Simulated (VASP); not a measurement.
Band structure of AlN (relaxed from the alpha-GeTe structure, space group Fm-3m). Level of theory: r2SCAN meta-GGA, VASP's PBE PAW potentials (set 64) (plane waves; VASP).

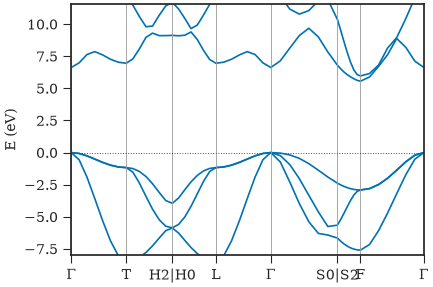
Bands along high-symmetry lines, zero at the valence-band maximum or, without a gap, the Fermi level

Task: Read the plot: is there a gap, and where are the band edges?

Result: The gap is indirect, 5.56 eV, from the valence maximum at Γ to the conduction minimum at F.

The structure was generated: AlN was put into the alpha-GeTe type (R3m), which need not be its known phase. It was relaxed first, which changed the volume by -10 %. The relaxed cell has space group Fm-3m.
